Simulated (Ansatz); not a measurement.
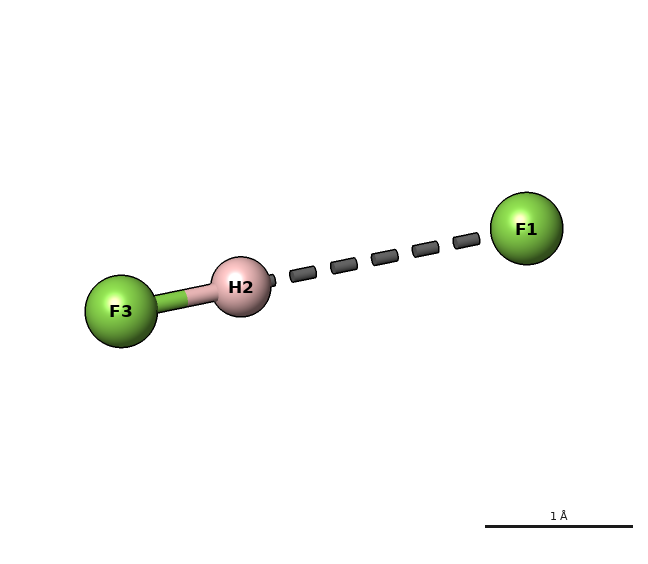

Simulated data, not a measurement (program: Ansatz).

Broken lines mark hydrogen bonds. State: neutral, doublet. Geometry: a fixed input geometry, not necessarily a minimum.

Give donor, acceptor, H···A distance and D–H···A angle of each hydrogen bond.

```tsv
D–H···A	D–H (Å)	H···A (Å)	angle (°)	kind
F3–H2···F1	0.90	2.15	180	intermolecular
```
